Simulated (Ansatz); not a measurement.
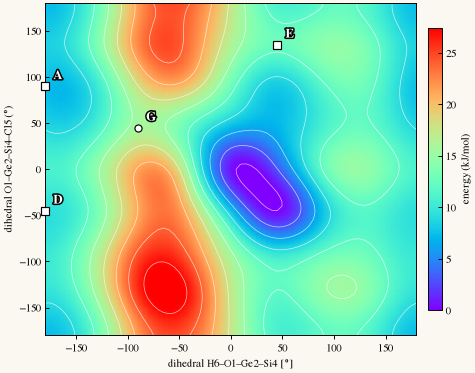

ClFGeH₄OSi, SMILES [OH][GeH]([F])[SiH2]Cl. 
- The first coordinate is: dihedral H6–O1–Ge2–Si4; the second: dihedral O1–Ge2–Si4–Cl5.
- Nothing is relaxed (all other coordinates rigid).
- The grid has 8 × 8 points.
- Energies are in kJ/mol, from the lowest grid point.
- Level of theory: RKS SPW92 (LDA)/def2-TZVP in Ansatz.

Drawn: a smooth colour map with a few white contour lines, lettered points. Between grid points the surface is interpolated.

Is A the lowest point of the computed grid?

Answer. No. A lies 7.5 kJ/mol above the lowest grid point, which is at dihedral H6–O1–Ge2–Si4 = 45°, dihedral O1–Ge2–Si4–Cl5 = −45°. It is a local minimum.

What kind of point is each of A, D, E, G: minimum, saddle, maximum or slope?

Answer. A: minimum; D: minimum; E: saddle point; G: saddle point. (In these two coordinates alone; a stationary point may lie a little off the grid point.)

Rank the lettered points by energy, lowest first.

Answer. A (7.5 kJ/mol), D (9.3 kJ/mol), E (12.5 kJ/mol), G (15.8 kJ/mol).
